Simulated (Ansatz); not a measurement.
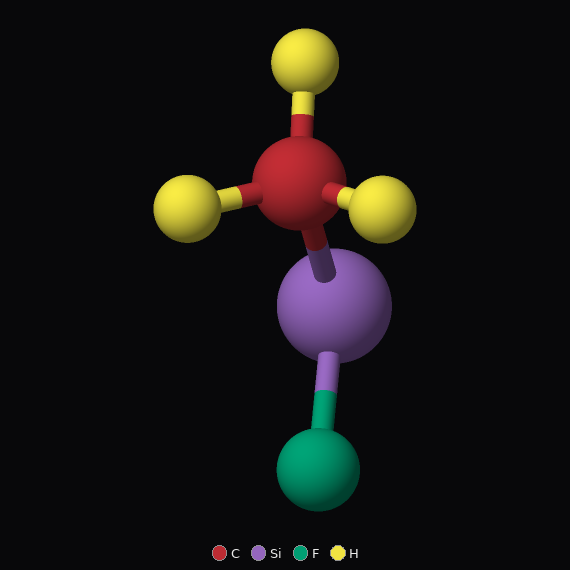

Figure made from data computed with Ansatz.

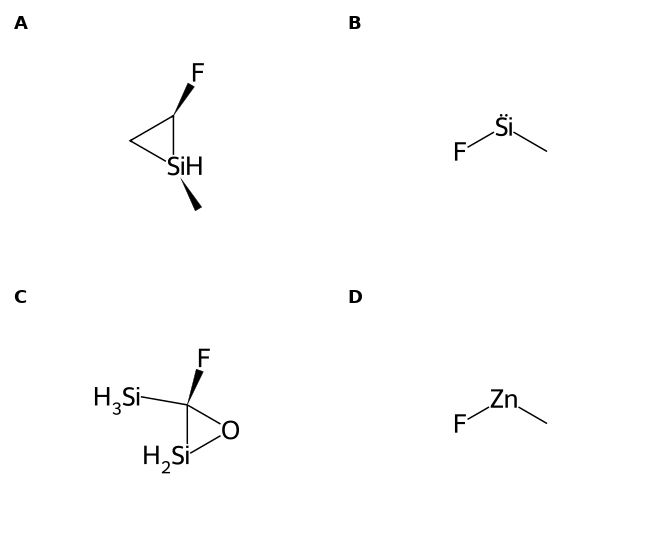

Which structural formula matches the 3D model?

B, `C[Si]F`.
